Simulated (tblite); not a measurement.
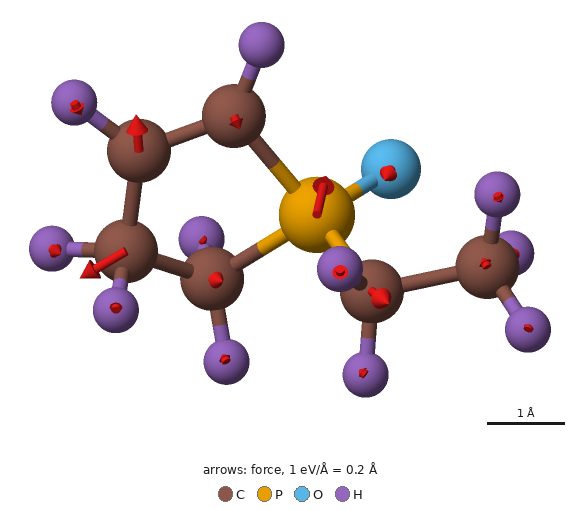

Starting geometry of C6H11OP with the computed forces as red arrows. The picture is a ball-and-stick view, seen at a tilt.

These are results of tblite 0.8.0, GFN2-xTB geometry optimisation, gas phase, not measurements. 

Q: What follows when this structure is relaxed?

A: It isn't relaxed: the largest force vector, on the P atom, is 4.41 eV/Å. The final displacements have little in common with the starting forces (cosine between the two patterns 0.10). The atom that moves furthest after the best rigid fit is an H atom (0.95 Å). By element the largest moves are H 0.95 Å, O 0.46 Å, C 0.40 Å, P 0.32 Å. Near-neighbour distances that change, for instance: C–P 1.764 → 1.844 Å, C–C 1.446 → 1.500 Å, C–H 1.131 → 1.090 Å, C–H 1.117 → 1.080 Å. Among the angles between lasting bonds that change: P–C–H 115.8° → 106.6°, P–C–C 98.1° → 106.2°, O–P–C 110.5° → 117.9°. Groups turn about C–P by about 45°. Over 104 geometry steps the energy falls by 16.8 kcal/mol. The run took 0.78 s on 1 thread of Arm Neoverse V1, on a shared host.
